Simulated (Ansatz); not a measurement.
**wB97X/STO-3G run of SiO2 (silicon dioxide molecule)**

What is the electronic atomisation energy of SiO2 (silicon dioxide molecule) at wB97X/STO-3G? 

The calculation is run with Ansatz 0.2.0.

37 further runs of the same task are left out: 8 that didn't finish, 29 set aside as unsound or not needed.

## (1) The structure to begin with

The species is SiO2 (3 atoms), meant as a singlet with charge 0. As SMILES, `O=[Si]=O`. Geometry: relaxed at GFN2-xTB.

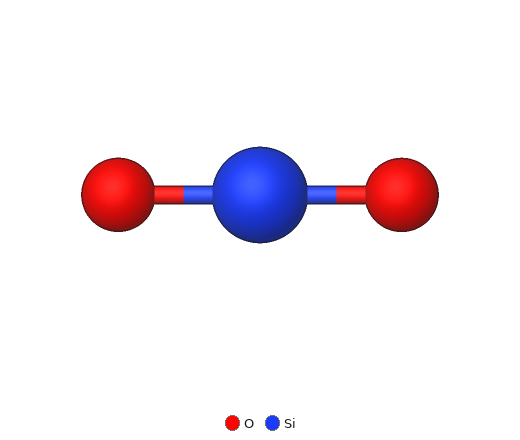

The structure, seen from a chosen angle (oxygen red, silicon blue).

## (2) A single-point energy at wB97X/STO-3G

File input.yaml:

```yaml
crystal:
  periodic: [false, false, false]
  atoms:
    - {symbol: O, position_ang: [0.691230, 1.217290, 0.513740]}
    - {symbol: Si, position_ang: [-0.000730, 0.000440, -0.000160]}
    - {symbol: O, position_ang: [-0.690510, -1.217740, -0.513580]}
basis:
  gaussian: {orbitals: STO-3G}
hamiltonian: {xc: {name: wB97X}}
accuracy: high
```

The run is started by

```sh
ansatz run input.yaml --threads 1 --pin off --max-ram 2610MiB --events-out events.jsonl --progress --plain --runs-dir runs
```

Standard output:

```text
Warning: RAYON_NUM_THREADS=1 ignored (pool sized by the plan → 1); use --threads N
Functional definition: wB97X
  name "wB97X"
  parameter omega = 0.3/bohr
  parameter cx = 0.157706
  parameter cx1 = 0.726479
  parameter cx2 = 1.04760
  parameter cx3 = -5.70635
  parameter cx4 = 13.2794
  parameter css1 = -4.33879
  parameter css2 = 18.2308
  parameter css3 = -31.7430
  parameter css4 = 17.2901
  parameter cos1 = 2.37031
  parameter cos2 = -11.3995
  parameter cos3 = 6.58405
  parameter cos4 = -3.78132
  exchange = spin_sum(e_x_unif_sr(omega)*poly(b97_u_x, 1 - cx, cx1, cx2, cx3, cx4)) + cx*exact_x_sr(omega)
      + exact_x_lr(omega)
  correlation = spin_sum(e_c_pw_same_spin*poly(b97_u_same, 1, css1, css2, css3, css4))
      + integral(e_c_pw_opposite_spin*poly(b97_u_opposite, 1, cos1, cos2, cos3, cos4))
324 factors; integrals over basis functions are off by at most 2.5e-8 eV
121 factors; integrals over basis functions are off by at most 9.4e-10 eV
mean field evaluation 1: about -11811.2575 eV, gradient 4.3e1 eV
mean field evaluation 2: about -11811.5409 eV, gradient 4.8e1 eV
mean field evaluation 4: about -11818.8824 eV, gradient 2.9e-1 eV
mean field evaluation 8: about -11818.8754 eV, gradient 7.3e-3 eV
mean field evaluation 16: about -11818.8754 eV, gradient 1.6e-7 eV
mean field -11818.87544836 eV, -434.3356616058 hartree, gradient 3.8e-8 eV, S^2 0.000000; 0 other end points of the search recorded, 0 dependent functions left out
reference -11818.87544727 eV, -434.3356615655 hartree; 15, 15 occupied and 4, 4 virtual orbitals, 324 factors
Total energy: -11818.87544727 eV, -434.3356615655 hartree
```

Wall time 3.3 s (1 thread of AMD EPYC 7R43 (Zen 3), shared host); peak memory 0.22 GiB.

## (3) The O atom, same level

File input.yaml:

```yaml
crystal:
  periodic: [false, false, false]
  atoms:
    - {symbol: O, position_ang: [0.000000, 0.000000, 0.000000]}
basis:
  gaussian:
    orbitals: STO-3G
magnetization:
  spin_polarized: true
  initial_magnetization: 2
hamiltonian:
  xc: {name: wB97X}
accuracy: high
```

Run the same way, it converges to -74.03628 Eh (log not shown).

## (4) The Si atom, same level

File run.yaml:

```yaml
crystal:
  periodic: [false, false, false]
  atoms:
    - {symbol: Si, position_ang: [0.000000, 0.000000, 0.000000]}
basis:
  gaussian: {orbitals: STO-3G}
magnetization: {spin_polarized: true, initial_magnetization: 2}
hamiltonian: {xc: {name: wB97X}}
accuracy: high
```

Run the same way, it converges to -285.93335 Eh (log not shown).

## (5) Results

At wB97X/STO-3G:

```
                     quantity          value
       molecule: total energy  -434.33566 Eh
         O atom: total energy   -74.03628 Eh
                 O atom: ⟨S²⟩          2.000
        Si atom: total energy  -285.93335 Eh
                Si atom: ⟨S²⟩          2.000
electronic atomisation energy       8.973 eV
```

What this shows: Taking the molecule apart into free atoms costs 8.97 eV (866 kJ/mol), before zero-point energy and without spin-orbit coupling. In a minimal basis such a difference can be off by several eV, whatever the method.
